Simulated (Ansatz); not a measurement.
## Ti: response to strain

Start from Ti in the hcp (Mg type) structure (space group P6_3/mmc, No. 194; a = 2.939 Å, c = 4.654 Å; relaxed with 0.1 eV smearing). Axes: x lies along a and z along c of the hexagonal cell.

Strains are applied to the cell and any free atomic positions relax.

Computed with PBE (Ansatz, a program for electronic structure, PAW, scalar-relativistic without spin-orbit coupling), earlier PAW set.

Notes on the quantities. pressure: mean of the normal stresses, compression positive.

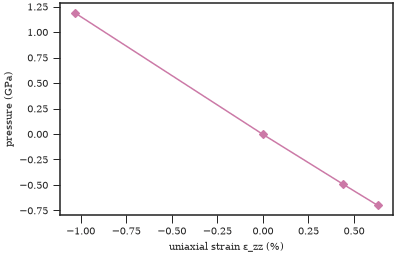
Fig. 1. Pressure against uniaxial strain ε_zz

```tsv
uniaxial strain ε_zz (%)	pressure
-1.03	1.2 GPa
0.44	-0.5 GPa
0.63	-0.7 GPa
```

Whether these cells are dynamically stable was not tested. All final runs are without spin polarisation.
